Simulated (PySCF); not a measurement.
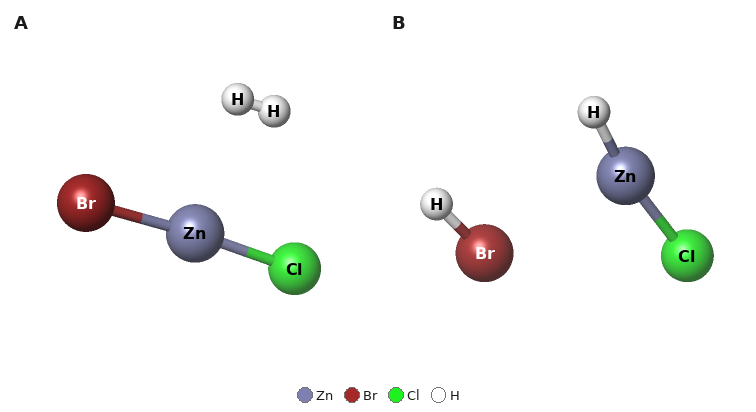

2 stationary structures of one formula. Geometries: PBE0-D4/def2-TZVP. Electronic energies: RHF-CCSD(T) (frozen core) with 3s3p of Cu, Zn/def2-TZVPP (PySCF 2.14.0), without zero-point energy. No frequency run is at hand to confirm each as a minimum.

Which structure is the most stable?

A is lowest; B lies 24.2 kcal/mol above it (Cs).

Give E(B) − E(A) in kcal/mol at these levels too: PBE-D4/def2-SVP; r2SCAN-D4/def2-TZVPP; PBE-D4/def2-TZVPP; ωB97M-V/def2-TZVPP; RHF-CCSD(T) (frozen core) with 3s3p of Cu, Zn/def2-SVP; B3LYP-D4/def2-TZVPP; RHF-MP2 (frozen core) with 3s3p of Cu, Zn/def2-QZVPP; BHLYP-D4/def2-TZVPP.

```
                                                 level  E(B) − E(A) (kcal/mol)
                                       PBE-D4/def2-SVP                   +23.0
                                  r2SCAN-D4/def2-TZVPP                   +24.6
                                     PBE-D4/def2-TZVPP                   +22.8
                                    ωB97M-V/def2-TZVPP                   +24.2
RHF-CCSD(T) (frozen core) with 3s3p of Cu, Zn/def2-SVP                   +25.3
                                   B3LYP-D4/def2-TZVPP                   +24.1
  RHF-MP2 (frozen core) with 3s3p of Cu, Zn/def2-QZVPP                   +27.7
                                   BHLYP-D4/def2-TZVPP                   +26.1
```
